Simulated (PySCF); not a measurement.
**What a change does: single-point calculation on BH₂F**

System: BH₂F.
Method of run A: RKS PBE-D4/def2-TZVPP, density fitting (PySCF 2.14.0).

The geometry comes from this level: PBE0-D4/def2-TZVP. Text and figures count atoms from 1; the logs count them from 0 in places.

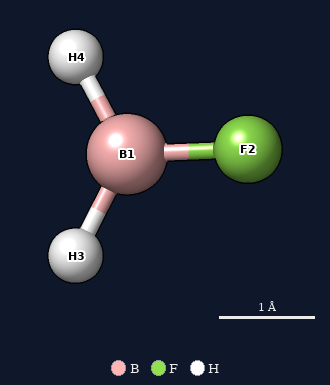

Fig. 1: The input geometry (ball-and-stick view, seen at a tilt; atoms are numbered from 1 in the order of the input). Bond lengths as drawn: B–F 1.32 Å and B–H 1.20 Å.

Input file, run A:
```python
import json, numpy as np
from pyscf import gto, scf, dft, mp, cc
EV, BOHR = 27.211386245988, 0.529177210903
mol = gto.M(atom="""
B -1.598361 0.259133 -0.104282
F -1.690188 -0.928436 -0.665509
H -2.172226 0.433389 0.932188
H -0.946669 1.093091 -0.664286
""", basis="def2-tzvpp", charge=0, spin=0, max_memory=8670, verbose=0)
def mean_field(mol, dm=None):
    mf = dft.RKS(mol, xc="pbe").density_fit()
    mf.conv_tol = 1e-9; mf.grids.level = 4
    mf.kernel(dm0=dm)
    if not mf.converged: mf = mf.newton().run(mf.mo_coeff, mf.mo_occ)
    assert mf.converged
    return mf
def d4(mol):
    from pyscf.dispersion.dftd4 import DFTD4Dispersion
    real = gto.M(atom=[(mol.atom_pure_symbol(i), mol.atom_coord(i)) for i in range(4)], unit='B', charge=mol.charge, spin=None, basis='def2-svp', verbose=0)
    r = DFTD4Dispersion(real, xc="pbe", atm=True).get_dispersion(grad=True); return r["energy"], r["gradient"]
def energy_and_gradient(mol, dm=None):
    mf = mean_field(mol, dm); e, g = d4(mol)
    return mf, (mf.e_tot + e) * EV, (mf.nuc_grad_method().kernel()[:4] + g) * EV / BOHR
out = {}
mf = mean_field(mol); e = d4(mol)[0]
out.update(energy=(mf.e_tot + e) * EV, converged=True, dispersion=e * EV)
out['s2'] = mf.spin_square()[0]; out['nelec'] = mol.nelec
print(f"Total energy {out['energy']:.6f} eV, <S^2> {out['s2']:.4f}")
json.dump(out, open("out.json", "w"), default=float)
```

Launched with:
```bash
OMP_NUM_THREADS=4 python run.py
```

Hardware: 4 threads of Arm Neoverse V1, 23 GiB of memory available, shared host.

Output (run A):
```
Total energy -3424.079286 eV, <S^2> 0.0000
```

The input of run B differs as follows (lines with − go, lines with + come):
```diff
-    mf = dft.RKS(mol, xc="pbe").density_fit()
+    mf = dft.RKS(mol, xc="pbe0").density_fit()
-    r = DFTD4Dispersion(real, xc="pbe", atm=True).get_dispersion(grad=True); return r["energy"], r["gradient"]
+    r = DFTD4Dispersion(real, xc="pbe0", atm=True).get_dispersion(grad=True); return r["energy"], r["gradient"]
```

How does run B compare with run A?

The total energies belong to different models, so their difference says nothing on which is more stable or more accurate. The functional changes from PBE to PBE0.

Output (run B):
```
Total energy -3424.324979 eV, <S^2> 0.0000
```

The two runs side by side:

```csv
quantity,run A,run B
outcome,converged,converged
total energy (hartree),−125.832593,−125.841622
basis functions,90,90
wall time (shared host),2.1 s,1.8 s
```
